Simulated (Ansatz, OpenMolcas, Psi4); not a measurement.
How methods differ on Ge2H6 (digermane)

Ge2H6, singlet, SMILES `[GeH3][GeH3]`. Each level relaxes the structure for itself.

Quantity: the highest harmonic wavenumber at each level's own minimum, in cm⁻¹. The values are calculated.

| level | kind | program | value (cm⁻¹) |
| --- | --- | --- | --- |
| HF/STO-3G | Hartree–Fock | Ansatz | 2477 |
| HF/3-21G | Hartree–Fock | OpenMolcas | 2144 |
| HF/6-31G* (Cartesian functions) | Hartree–Fock | Ansatz | 2228 |
| PBE/def2-SVP | GGA | Ansatz | 2092 |
| PBE-D3(BJ)/def2-TZVP | GGA | Ansatz | 2096 |
| B3LYP/6-31G* (Cartesian functions) | global hybrid | Ansatz | 2118 |
| B3LYP-D3(BJ)/def2-TZVP (density fitting) | global hybrid | Psi4 | 2137 |
| PBE0-D4/def2-TZVP | global hybrid | Ansatz | 2161 |
| MP2/6-31G* (Cartesian functions) | perturbation theory | Ansatz | 2177 |
| CCSD/cc-pVDZ | coupled cluster or CI | Ansatz | 2161 |

All-electron rows without a relativistic Hamiltonian named are non-relativistic. Harmonic and unscaled. The values span 2092 to 2477 cm⁻¹. In the correlated wave-function rows the outer d shell of Ge is correlated, in sets not made for it. Without the sets that lack polarisation functions the rows with a basis span only 2092 to 2228 cm⁻¹.

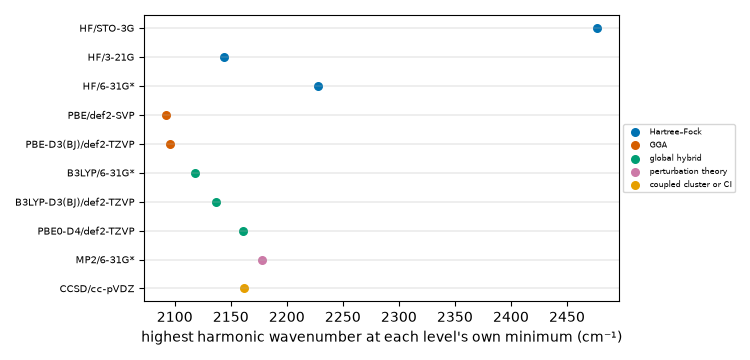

The values of the table, level by level.
